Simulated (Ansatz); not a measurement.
```json
{"atom": "C", "x (Å)": "-1.5415", "y (Å)": "0.3016", "z (Å)": "-0.8705"}
{"atom": "B", "x (Å)": "-0.6721", "y (Å)": "-0.8568", "z (Å)": "-0.3003"}
{"atom": "C", "x (Å)": "0.6986", "y (Å)": "-0.6944", "z (Å)": "0.4369"}
{"atom": "C", "x (Å)": "1.2440", "y (Å)": "0.7041", "z (Å)": "0.5710"}
{"atom": "Cl", "x (Å)": "2.8094", "y (Å)": "0.7440", "z (Å)": "1.4427"}
{"atom": "H", "x (Å)": "-2.0013", "y (Å)": "0.0408", "z (Å)": "-1.8281"}
{"atom": "H", "x (Å)": "-1.0591", "y (Å)": "1.2773", "z (Å)": "-0.9531"}
{"atom": "H", "x (Å)": "-2.3902", "y (Å)": "0.4147", "z (Å)": "-0.1778"}
{"atom": "H", "x (Å)": "-1.0940", "y (Å)": "-1.9792", "z (Å)": "-0.3909"}
{"atom": "H", "x (Å)": "1.4259", "y (Å)": "-1.3401", "z (Å)": "-0.0755"}
{"atom": "H", "x (Å)": "0.5984", "y (Å)": "-1.1615", "z (Å)": "1.4268"}
{"atom": "H", "x (Å)": "1.4306", "y (Å)": "1.1629", "z (Å)": "-0.3996"}
{"atom": "H", "x (Å)": "0.5716", "y (Å)": "1.3514", "z (Å)": "1.1334"}
```

Geometry: PBE0-D4/def2-TZVP.

Theory: Ansatz 0.2.0, RKS PBE0-D4/def2-TZVPP.

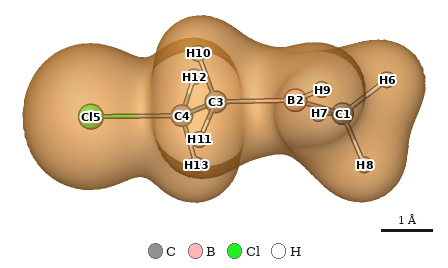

C3H8BCl (SMILES CBCCCl). Isosurface of the electron density at 0.1 e/Å³ (orange), seen from one side.

Which contacts does the surface bridge?

Answer. At this value the surface is in one piece. It bridges the sampled C–C (1.51 Å), C–B (1.56 Å), C–Cl (1.79 Å) and C–H (1.09 Å) contacts, where the density stays above the isovalue. On the grid the lowest density along these lines, outside the cores, is 1.7 e/Å³ (C–C, 1.51 Å), 1.3 e/Å³ (C–B, 1.56 Å), 1.2 e/Å³ (C–Cl, 1.79 Å) and 2 e/Å³ (C–H, 1.09 Å).
